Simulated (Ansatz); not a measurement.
# Optical response of CsSnI3

Wanted: where CsSnI3 starts to absorb, how strongly, and its refractive index. The cell comes from an older database entry, whose edges can differ from later determinations, mostly by under a per cent.

Main program and level: Ansatz 0.2.0; DFT, PBE, plane-wave PAW, default files, scalar-relativistic, independent-particle optical response without local fields.

The database entry behind the starting cell lists a temperature of 500 K, so it need not match the best structure at ambient conditions.

## 1. The starting structure

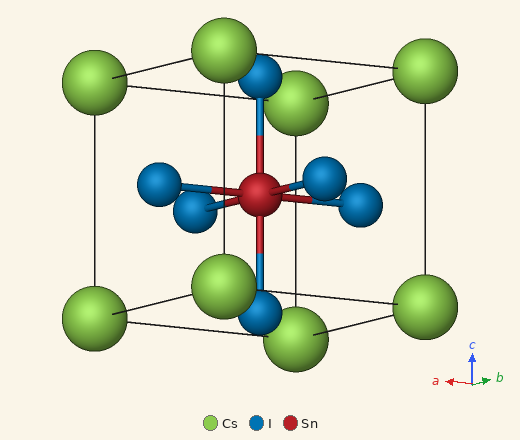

The starting structure, seen from a free direction (caesium green, iodine blue, tin red). Some periodic images of atoms are drawn too.

## 2. Ground state and bands

The self-consistent density comes first; it also tells whether there is a gap, which decides the occupations and the need for a Drude term.

This step: DFT, PBE, plane-wave PAW, default files, scalar-relativistic, ground state (Ansatz 0.2.0).

input.yaml reads:

```yaml
crystal:
  lattice:
    - [6.2057, 0.0, 0.0]
    - [0.0, 6.2057, 0.0]
    - [0.0, 0.0, 6.2057]
  atoms:
    - { symbol: Cs, position: [0.0, 0.0, 0.0] }
    - { symbol: I, position: [0.5, 0.5, 0.0] }
    - { symbol: I, position: [0.5, 0.0, 0.5] }
    - { symbol: I, position: [0.0, 0.5, 0.5] }
    - { symbol: Sn, position: [0.5, 0.5, 0.5] }
kpoints:
  mp_grid: { grid: [4, 4, 4] }
  band_path:
    path:
      - [[0.0, 0.0, 0.0], [0.0, 0.5, 0.0], [0.5, 0.5, 0.0], [0.0, 0.0, 0.0], [0.5, 0.5, 0.5], [0.0, 0.5, 0.0]]
      - [[0.5, 0.5, 0.0], [0.5, 0.5, 0.5]]
    npoints: 10
scf:
  occupations: { method: fermi_dirac, width: 0.05 }
  n_extra_bands: 9
hamiltonian:
  xc: pbe
  pseudopotentials: { kind: paw }
output:
  forces: true
  stress: true
  populations: true
  write_bands: true
  write_density: true
  write_potential: true
  elf: true
  volumetric_format: npy
```

Command:

```
$ ansatz run input.yaml --threads 4 --pin off --max-ram 8192MiB --backend cpu --events-out ev --progress --plain --runs-dir out
```

Numbers of over 12 decimals in the logs are rounded to 6 here.

Log:

```text
scf.n_extra_bands = 9 over 37 filled bands (N_el = 74.0): the run solves 46 bands
Engine: ansatz 0.2.0, x86_64-unknown-linux-gnu
Pseudopotentials: kind: paw
Pseudopotential: Cs, paw, valence charge 9, recommended cutoff 420 eV (normal), Cs.paw.azcp
Pseudopotential: I, paw, valence charge 17, recommended cutoff 420 eV (normal), I.paw.azcp
Pseudopotential: Sn, paw, valence charge 14, recommended cutoff 420 eV (normal), Sn.paw.azcp
Functional definition: PBE
  parameter kappa = 0.804
  parameter beta = 0.066725
  exchange = pbe_x(kappa = kappa, mu = beta*pi^2/3)
  correlation = pbe_c(beta = beta)
Crystal: 5 atoms, lattice volume = 238.986 Å³
Basis set: ecut = 420 eV, 4697 PW (Γ), exchange–correlation on 90×90×90 points (8 copies of the dense FFT grid, shifted against one another)
Bands: 46, of which v1, the nominal top of the filled ones, is band 37 counted from 1 (36 counted from 0)
Symmetry: 48 space group operations
Space group: Pm-3m (ITA 221), of the structure as read, at distance tolerance 6.2e-5 Å
k-points: 10 of 64
Non-local potential: Cs, projectors of the file, l = 0: 3, l = 1: 2, l = 2: 2, l = 3: 2
Non-local potential: I, projectors of the file, l = 0: 2, l = 1: 2, l = 2: 2, l = 3: 2
Non-local potential: Sn, projectors of the file, l = 0: 2, l = 1: 2, l = 2: 2, l = 3: 2
PAW form: soft (Blöchl's): semilocal exchange-correlation on the pseudo side does not see the compensation charge
PAW one-centre angular grid: Cs, 194 points (default); XC on 64 Gauss nodes
PAW one-centre angular grid: I, 590 points (default); XC on 64 Gauss nodes
PAW one-centre angular grid: Sn, 590 points (default); XC on 64 Gauss nodes
Initial density: superposition of atomic densities (neutral atoms: chi_scale 0, normalization atom), corrected by the library's trained network
Initial wavefunctions: pseudopotential atomic-orbital guess
Functional: x = pbe(κ = 0.804, μ = 0.219515), c = pbe(β = 0.066725)
SCF iter   1: F=—  HF=-34238.400354 eV  |F-HF|=—  |Δ(HF+E_count)|=         —  Δρ=8.75e-4  dr2=1.82e-3  ethr=1.77e-3  ⟨swp⟩=10.7  Hψ=2248  notcnv=0  defer=5
preconditioner: auto → Resta (q_TF=auto, 2.244 Å⁻¹)  ε∞=2.9  [insulator: Δε(μ)=0.313 eV  Ē_g=9.838 eV  σ=0.050 eV  W_gap=0.90  n_scr=32 (ndim 8)  ℏωp=13.6 eV  f_vac=0.147  D(μ)=0.09/eV (n_scr^D=0)  ε∞_Penn≈2.9]
SCF iter   2: F=—  HF=-34238.399578 eV  |F-HF|=—  |Δ(HF+E_count)|=   7.75e-4  Δρ=5.97e-4  dr2=7.73e-4  ethr=2.46e-6  ⟨swp⟩=3.0  Hψ=1081  notcnv=0  defer=15
SCF iter   3: F=—  HF=-34238.399715 eV  |F-HF|=—  |Δ(HF+E_count)|=   1.37e-4  Δρ=2.66e-4  dr2=1.94e-4  ethr=1.04e-6  ⟨swp⟩=3.0  Hψ=833  notcnv=0  defer=15
SCF iter   4: F=—  HF=-34238.399845 eV  |F-HF|=—  |Δ(HF+E_count)|=   1.30e-4  Δρ=8.36e-5  dr2=2.30e-5  ethr=2.63e-7  ⟨swp⟩=2.1  Hψ=630  notcnv=0  defer=15
SCF iter   5: F=—  HF=-34238.399834 eV  |F-HF|=—  |Δ(HF+E_count)|=   1.15e-5  Δρ=2.64e-5  dr2=1.78e-6  ethr=3.11e-8  ⟨swp⟩=2.1  Hψ=580  notcnv=0  defer=15
SCF iter   6: F=—  HF=-34238.399834 eV  |F-HF|=—  |Δ(HF+E_count)|=   1.99e-7  Δρ=9.19e-6  dr2=2.02e-7  ethr=2.41e-9  ⟨swp⟩=2.1  Hψ=652  notcnv=0  defer=15
SCF iter   7: F=-34238.399834 eV  HF=-34238.399834 eV  |F-HF|=5.44e-9  |Δ(HF+E_count)|=   1.19e-7  Δρ=1.74e-6  dr2=5.19e-9  ethr=1.35e-10  ⟨swp⟩=16.9  Hψ=3748  notcnv=0
SCF 1 converged in 7 iterations: F = -34238.399834 eV  dr2 = 5.19e-9
  greatest PAW one-centre occupation: 0.999 electrons in one spin orbital (limit 2), on the I atom at site 1 (counted from 0), in its partial waves of l = 2
NSCF: frozen V_eff on 62 k-points
SCF converged after 7 iterations
Free energy (F): -34238.399834 eV
Harris-Foulkes:  -34238.399834 eV  (|F-HF|=5.44e-9)
Internal energy: -34238.398825 eV  (E = F + TS)
E sigma→0 (E₀):  -34238.399329 eV
Entropy (-TS):   -0.001009 eV (-0.202 meV/atom)
Fermi energy:    5.438303 eV
--- Per-component energies (eV) ---
  E_band       = -1423.413783
  E_kinetic    = 892.940361
  E_local      = -8816.889018  (includes V_loc(G=0)·N_el)
  E_nonlocal   = -274.911629
  E_hartree    = 4501.653861
  E_xc         = -941.789408
  E_vxc        = -608.546841  (∫ρ·V_xc dr)
  E_paw        = -23647.840364  (= ΣΔE_a)
  E_vpaw       = -1619.308530  (= ΣTr[D̂ρ^β])
  E_aug_tail   = -0.000046  (compensation charges beyond the density's cutoff)
  E_ewald      = -5951.562581
  E_smearing   = -0.001009  (= −TS)
  E_closure    = -0.000000  (closes the sum)
  Σ components = -34238.399834   (vs F -34238.399834, Δ=0.00e0)
--- Forces (eV/Å), atoms counted from 1 ---
  atom   1  Cs    -0.00000000    -0.00000000    -0.00000000
  atom   2  I      0.00000000    -0.00000000     0.00000000
  atom   3  I      0.00000000    -0.00000000     0.00000000
  atom   4  I      0.00000000    -0.00000000    -0.00000000
  atom   5  Sn     0.00000000     0.00000000     0.00000000
  max |Σ_I F_I| component: 2.61e-28 eV/Å
--- Stress (GPa, compression-positive) ---
        0.803173       0.000000       0.000000
        0.000000       0.803173       0.000000
        0.000000       0.000000       0.803173
  P = ⅓ Tr σ = 0.8032 GPa (8.032 kbar)
--- Band table (eV; the first three rows and the last of 10) ---
  k-point 0: bands = [... 33 lower, 2.9635, 3.1233, 3.1233, 3.1233, 7.4867, 8.4124, 8.4124, 8.7453, ... 5 higher]
  k-point 1: bands = [... 33 lower, 2.8798, 3.0479, 3.0479, 3.1259, 8.0706, 8.1855, 8.7623, 8.9022, ... 5 higher]
  k-point 2: bands = [... 33 lower, 2.8015, 3.0006, 3.0006, 3.7310, 6.3908, 9.0308, 9.2236, 9.5000, ... 5 higher]
  k-point 9: bands = [... 33 lower, 3.5637, 3.5637, 3.5637, 5.3144, 5.6214, 5.6214, 5.6214, 8.2985, ... 5 higher]
--- Löwdin populations: 5 sites ---
  site symbol       q [e]
     0     Cs      8.2576
     1      I     17.3089
     2      I     17.3089
     3      I     17.3089
     4     Sn     13.6617
  spilling = 0.002082 (of n_electrons = 74.000000)
```

Elapsed: 2.2 s, on 4 threads of AMD EPYC 9R45, shared host; peak memory 0.84 GiB; 8.2 s of CPU time.

The column dr2 measures how far the density is from self-consistency, as an energy; F and HF (Harris–Foulkes) agree once it is small.

Numbers from this step:

```
free energy                  : -34238.3998 eV
Fermi energy                 : 5.438 eV
gap by band count            : 0.3070 eV
electrons                    : 74
symmetry operations          : 48
pressure                     : 0.8032 GPa
volume                       : 239.0 Å³
gap on the path              : 0.3070 eV
least direct gap on the path : 0.3070 eV
```

There is a gap, 0.31 eV on the path, so no carriers' term is needed. The cell is left with a pressure of 0.8 GPa, as it stands unrelaxed at this level.

The electronic bands at the labelled points (eV, zero at the Fermi level; v1 is the highest filled band, c1 the lowest empty one):

```csv
point,v4,v3,v2,v1,c1,c2,c3,c4
Γ,-2.48,-2.31,-2.31,-2.31,2.05,2.97,2.97,3.31
X,-2.64,-2.44,-2.44,-1.71,0.95,3.59,3.79,4.06
M,-2.79,-2.67,-1.89,-0.91,0.63,0.63,3.84,4.07
Γ,-2.48,-2.31,-2.31,-2.31,2.05,2.97,2.97,3.31
R,-1.88,-1.88,-1.88,-0.12,0.18,0.18,0.18,2.86
X,-2.64,-2.44,-2.44,-1.71,0.95,3.59,3.79,4.06
jump to M,-2.79,-2.67,-1.89,-0.91,0.63,0.63,3.84,4.07
R,-1.88,-1.88,-1.88,-0.12,0.18,0.18,0.18,2.86
```

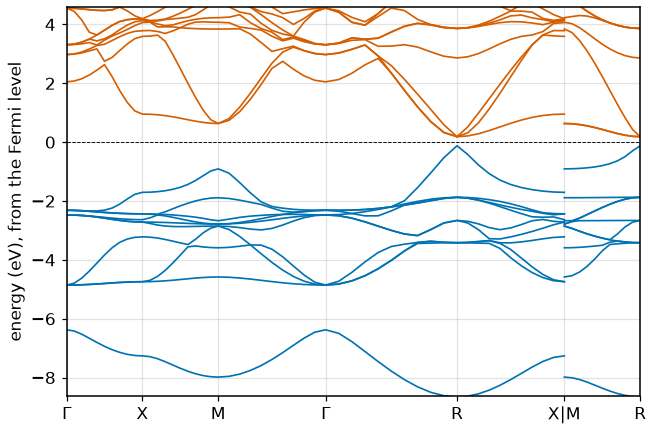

Electronic bands along the path; lines of filled and empty bands in two colours.

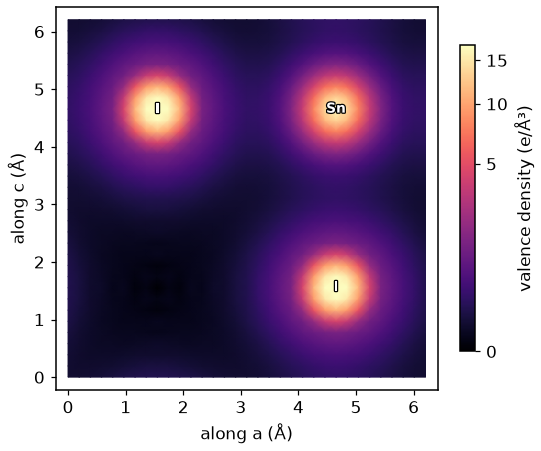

Valence density in the ac plane at fractional y = 0.500, with atoms of I and Sn within 0.2 Å of it. It is the smooth field of the valence electrons, not physical close to the nuclei. The map starts off the cell's origin, so that atoms lie inside it. The colour scale is stretched toward low values.

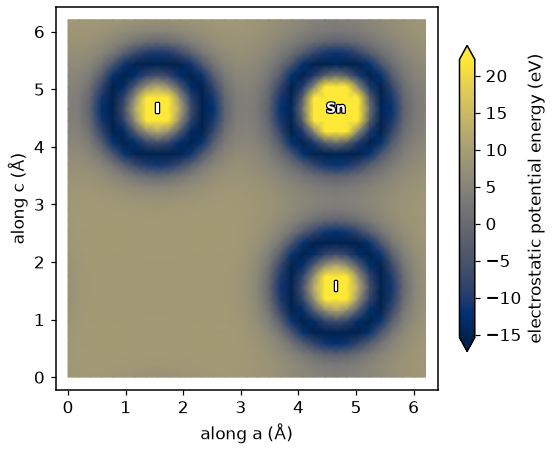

Electrostatic potential energy in the ac plane at fractional y = 0.500, with atoms of I and Sn within 0.2 Å of it. With pseudopotentials it is smooth inside the atoms' cores, unlike the true potential. The map starts off the cell's origin, so that atoms lie inside it.

## 3. Spectrum

With the density converged, the vertical transitions are summed over the zone.

This step: DFT, PBE, plane-wave PAW, default files, scalar-relativistic, independent-particle optical response without local fields (Ansatz 0.2.0).

input.yaml, the sections that differ from step 2:

```yaml
kpoints:
  mp_grid: { grid: [4, 4, 4] }
scf:
  occupations: { method: fixed }
output:
  optics:
    e_range: [0, 22]
    de: 0.05
    sigma: 0.15
    nscf_kmesh: { grid: [6, 6, 6] }
    bands: { spectra_wanted_up_to: 22 }
# crystal, hamiltonian: as in step 2
```

Log:

```text
[...]
Crystal: 5 atoms, lattice volume = 238.986 Å³
Basis set: ecut = 420 eV, 4697 PW (Γ)
Bands: 45, of which v1, the nominal top of the filled ones, is band 37 counted from 1 (36 counted from 0)
Symmetry: 48 space group operations
[...]
k-points: 10 of 64
[...]
SCF iter   1: F=—  HF=-34238.400327 eV  |F-HF|=—  |Δ(HF+E_count)|=         —  Δρ=8.94e-4  dr2=1.91e-3  ethr=1.77e-3  ⟨swp⟩=5.4  Hψ=1583  notcnv=0  defer=49
[...]
SCF iter   9: F=-34238.399599 eV  HF=-34238.399599 eV  |F-HF|=7.28e-12  |Δ(HF+E_count)|=  7.28e-11  Δρ=5.09e-8  dr2=3.86e-12  ethr=1.00e-12  ⟨swp⟩=14.1  Hψ=2604  notcnv=0
SCF 1 converged in 9 iterations: F = -34238.399599 eV  dr2 = 3.86e-12
[...]
NSCF: frozen V_eff on 20 k-points
output.optics: what the bands over the 151 summed would add to eps1, eps2 and the energy-loss function is held between a lower and an upper bound (6 Lanczos steps). eps1, eps2 and their loss function (loss_summed_bands) are given on every row as the summed bands alone make them. Along an axis, on a row where the two bounds hold the loss function to about 1 % of the greater of itself and 0.5 % of |1/eps|, its cell (loss_completed) is given, with the completed eps1 and eps2 that it is formed of (a cell that is left empty reads nan in the table and null in the record). The two bounds hold it so along every axis on all 441 rows up to 22.000 eV. [rest of the remark cut]
SCF converged after 9 iterations
Free energy (F): -34238.399599 eV
[...]
Internal energy: -34238.399599 eV  (E = F + TS)
E sigma→0 (E₀):  -34238.399599 eV
Fermi energy:    5.314252 eV
[...]
--- Band table (eV; the first three rows and the last of 10) ---
  k-point 0: bands = [... 33 lower, 2.9638, 3.1236, 3.1236, 3.1236, 7.4869, 8.4127, 8.4127, 8.7453, ... 4 higher]
  k-point 1: bands = [... 33 lower, 2.8802, 3.0482, 3.0482, 3.1261, 8.0708, 8.1853, 8.7625, 8.9025, ... 4 higher]
  k-point 2: bands = [... 33 lower, 2.8018, 3.0009, 3.0009, 3.7310, 6.3904, 9.0310, 9.2239, 9.5002, ... 4 higher]
  k-point 9: bands = [... 33 lower, 3.5640, 3.5640, 3.5640, 5.3143, 5.6210, 5.6210, 5.6210, 8.2987, ... 4 higher]
```

Wall time 25 s (4 threads); peak memory 2.6 GiB.

This step gave:

```
electronic dielectric constant ε∞, mean over x, y and z (by symmetry where fewer were run)                                                          : 10.04
absorption onset, first axis (α over 10⁴ cm⁻¹, or the direct gap if that lies higher)                                                               : 0.4510 eV
main peak of Im epsilon, first axis                                                                                                                 : 2.487 eV
centre of weight of the strongest loss peak in the window                                                                                           : 17.44 eV
photocurrent from vertical transitions in a film 500 nm thick on a perfect mirror (two passes), AM1.5G, no front reflection, all carriers collected : 65.93 mA/cm²
least direct gap on the mesh                                                                                                                        : 0.3067 eV
bands summed                                                                                                                                        : 151
spectra valid up to                                                                                                                                 : 27.26 eV
program's estimate of the k-sum error in Im epsilon                                                                                                 : 0.38 %
electrons in the f-sum                                                                                                                              : 58.62
```

The Im ε, any direction has structure finer than the step of the table below, so its rows give means over 2 eV, whole bins alone (the curve runs from 0 to 22 eV). Peaks (eV: height): 2.5: 8.37, 6.1: 5.81, 8.2: 4.32, 13.3: 2.30.

Im ε, any direction against photon energy; means over each step:

```csv
photon energy (eV),"Im ε, any direction"
2,6.64
4,3.16
6,3.95
8,3.24
10,1.64
12,1.20
14,1.62
16,0.669
18,0.359
20,0.254
```

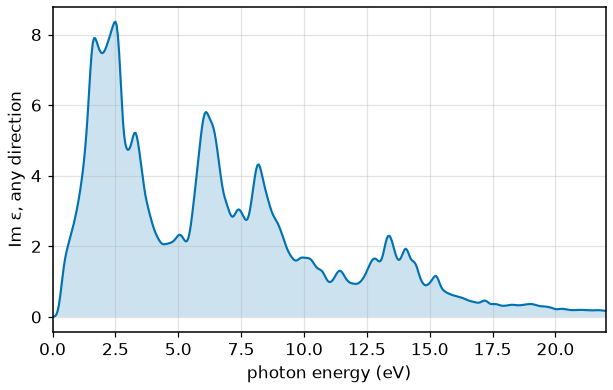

Im ε, any direction, plotted against photon energy.

Table of Re ε, any direction by photon energy:

```csv
photon energy (eV),"Re ε, any direction"
0,10.0
2,6.16
4,1.23
6,3.33
8,1.55
10,-0.0232
12,0.591
14,0.0854
16,-0.129
18,0.276
20,0.373
22,0.526
```

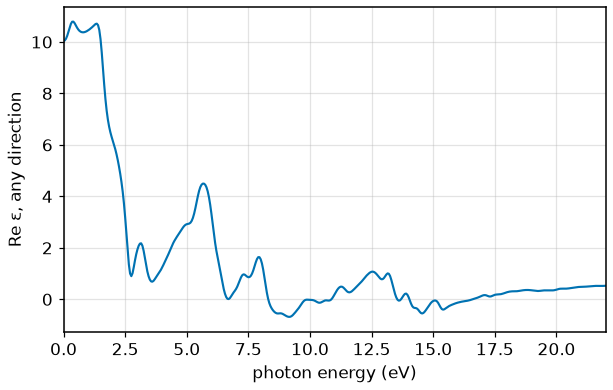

Re ε, any direction against photon energy.

The loss function −Im 1/ε at q → 0, any direction has structure finer than the step of the table below, so its rows give means over 1 eV, whole bins alone (the curve runs from 0 to 22 eV). Peaks (eV: height): 10.9: 0.973, 16.9: 2.36, 17.4: 2.38.

Loss function −Im 1/ε at q → 0, any direction against energy loss; means over each step:

```csv
energy loss (eV),"loss function −Im 1/ε at q → 0, any direction"
1,0.0275
2,0.0779
3,0.167
4,0.278
5,0.164
6,0.139
7,0.291
8,0.263
9,0.387
10,0.614
11,0.801
12,0.707
13,0.452
14,0.567
15,0.904
16,1.58
17,2.21
18,1.86
19,1.46
20,1.20
21,0.732
```

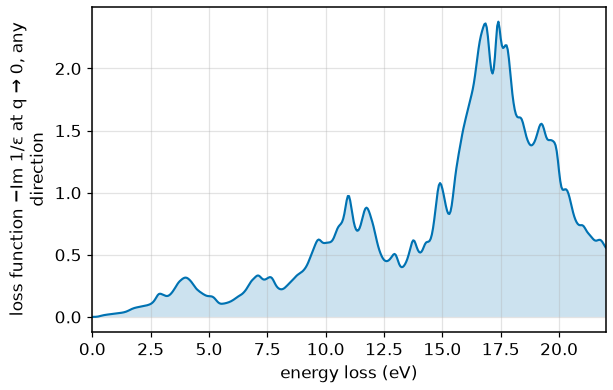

Loss function −Im 1/ε at q → 0, any direction against energy loss.

Values under 1 per cm are given as 1. Table of absorption coefficient, any direction by photon energy:

```csv
photon energy (eV),"absorption coefficient, any direction (1/cm)"
0.00,1
2.00,2.7e5
4.00,3.6e5
6.00,7.7e5
8.00,9.1e5
10.00,9.3e5
12.00,6.2e5
14.00,1.4e6
16.00,9.9e5
18.00,4.9e5
20.00,3.5e5
22.00,2.6e5
```

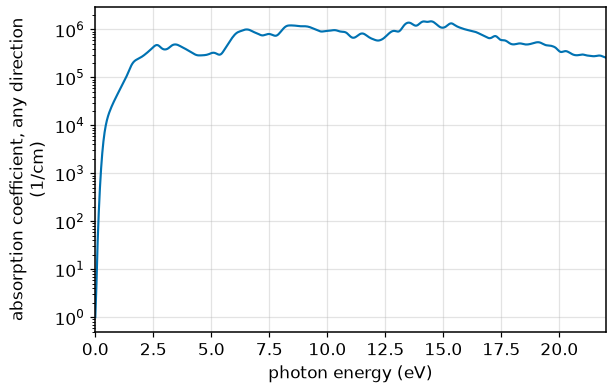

Absorption coefficient, any direction, plotted against photon energy.

The reflectivity at normal incidence, any direction has structure finer than the step of the table below, so its rows give means over 1 eV, whole bins alone (the curve runs from 0 to 22 eV). Peaks (eV: height): 2.6: 34.3, 6.5: 29.2, 9.2: 29.5, 13.6: 20.2, 14.6: 30.3, 15.4: 29.7.

Reflectivity at normal incidence, any direction against photon energy; means over each step:

```csv
photon energy (eV),"reflectivity at normal incidence, any direction (%)"
1,29.7
2,32.1
3,27.8
4,16.1
5,12.6
6,24.6
7,22.4
8,21.8
9,28.6
10,20.2
11,14.1
12,7.90
13,11.4
14,21.0
15,24.7
16,24.9
17,16.5
18,9.98
19,7.17
20,5.99
21,3.66
```

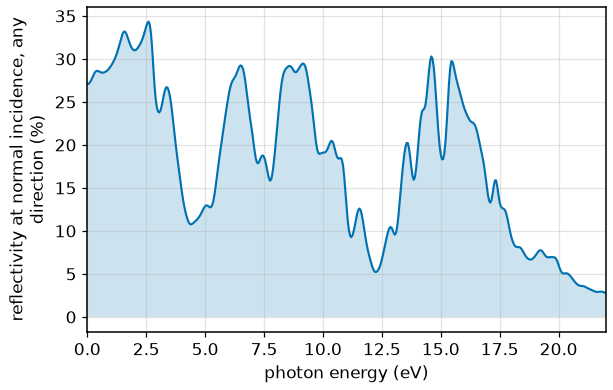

Reflectivity at normal incidence, any direction against photon energy.

At chosen wavelengths:

```csv
wavelength (nm),n,k,R (%),1/α
1550,3.24,0.387,28.5,319 nm
1064,3.31,0.593,30.0,143 nm
633,2.83,1.320,31.0,38 nm
365,1.76,1.408,26.7,21 nm
308,1.43,0.877,14.3,28 nm
248,1.82,0.633,12.9,31 nm
193,1.75,1.512,28.9,10 nm
```

Rows near the edge hang on the gap, which this functional as a rule makes too small, and phonon-assisted absorption is left out.

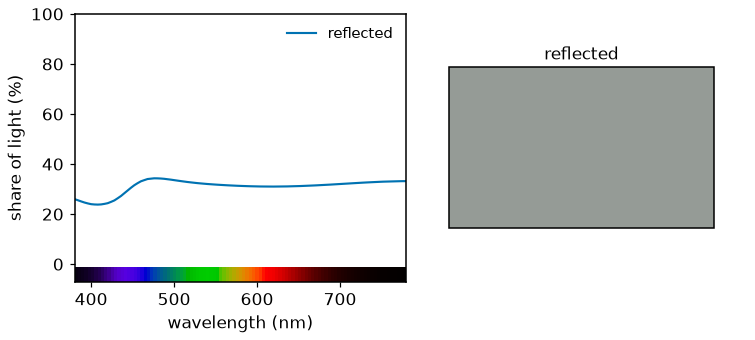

Light reflected across the visible range, with the colour that it makes of daylight (sRGB).

In reflection the computed colour is grey: x = 0.311, y = 0.336, luminous reflectivity 32 %.

The f-sum over the summed bands holds 58.6 of the cell's 74 electrons outside the frozen cores. Up to 22 eV the strength has a mean oscillator energy of 4.7 eV, well above the main peak, so higher transitions carry much of it.

## 4. Summary of results

```yaml
gap_on_the_path: 0.307 eV
least_direct_gap_on_the_path: 0.307 eV
electronic_dielectric_constant_eps_infinity_mean_over_x_y_and_z_by_symmetry_where_fewer_were_run_independent_particles: 10.0
absorption_onset_first_axis_alpha_over_1e4_cm_minus1_or_the_direct_gap_if_that_lies_higher: 0.451 eV
main_peak_of_im_epsilon_first_axis: 2.49 eV
centre_of_weight_of_the_strongest_loss_peak_in_the_window_first_axis: 17.4 eV
photocurrent_from_vertical_transitions_in_a_film_500_nm_thick_on_a_perfect_mirror_two_passes_am1p5g_no_front_reflection_all_carriers_collected: 65.9 mA/cm²
```

**Reading.** At this level (PBE, independent particles) CsSnI3 has ε∞ = 10.0 and n = 3.24 at 1550 nm; absorption sets in near 0.5 eV, and Im ε peaks at 2.5 eV. The gap on the path is direct, 0.31 eV. The absorption coefficient passes 10⁴ cm⁻¹ at 0.45 eV, in the infrared, so it absorbs across the visible. The strongest loss structure up to 22 eV has its centre of weight at 17.4 eV; a free-electron gas of the 58.6 electrons in the f-sum would put its plasmon at 18.4 eV. Distinct maxima of Im ε, read by a parabola through the highest points, lie at 1.67 eV (7.9), 2.49 eV (8.4), 3.28 eV (5.2) and 6.11 eV (5.8). The f-sum over the summed bands holds 58.6 of the cell's 74 electrons outside the frozen cores. Up to 22 eV the strength has a mean oscillator energy of 4.7 eV, well above the main peak, so higher transitions carry much of it. In reflection the computed colour is grey: x = 0.311, y = 0.336, luminous reflectivity 32 %. Excitons and phonon-assisted transitions are missing, and so are local fields; PBE gaps are as a rule too small, which pulls the onset down and ε∞ up. In the base run ε includes the program's bounded estimate of what the bands above those summed add. Spin-orbit coupling is left out although heavy atoms are present.

[Logs are printed without paths, hosts, clocks, repeated set-up lines and the standing remarks that a program may print on its own settings, such as how far it seeks lower states.]

[Hosts, paths, dates, database ids (printed as entryN), source tags and the programs' standing remarks are cut or masked in the printed files.]
